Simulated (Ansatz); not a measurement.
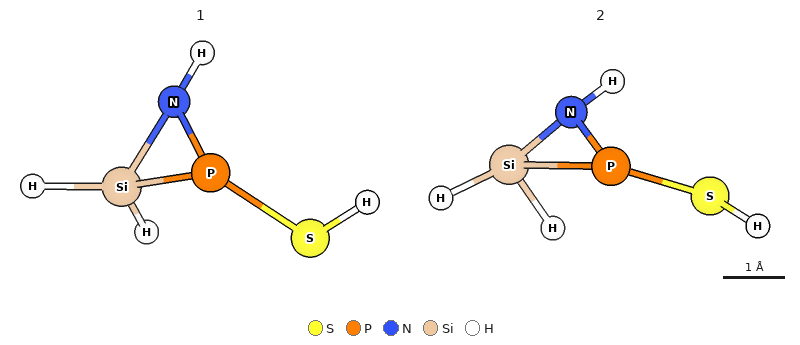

Two geometries of SiPNH4S (coarse preliminary run), drawn at one scale. One is the start of a relaxation, the other its converged end. The picture is a ball-and-stick view, seen at a tilt.

Level of theory: RKS PBE-D4/def2-SVP (Ansatz 0.2.0). Set-up: force threshold 0.03 eV/Å; at most 200 steps.

> Which of the two is the end point?

Structure 1 is the relaxed one. The start comes from a force field. The largest move after the best rigid fit is that of the S atom, 0.72 Å. Largest moves by element: S 0.72 Å, H 0.51 Å, Si 0.51 Å, N 0.19 Å, P 0.11 Å. Among the contacts that change: P–Si 2.607 → 2.241 Å, N–P 1.605 → 1.774 Å, P–S 2.052 → 2.201 Å, N–Si 1.590 → 1.736 Å. Among the angles between lasting bonds that change: P–N–Si 109.4° → 79.3°, P–Si–H 97.5° → 123.7°, Si–N–H 116.3° → 140.5°. Groups turn about P–S by about 50°. After 17 accepted moves (18 points after the start) the energy has fallen by 225.2 kJ/mol. Largest force component: 6 eV/Å at the start, 0.019 eV/Å at the end. The line search rejected the trial step at point 13 of the run.
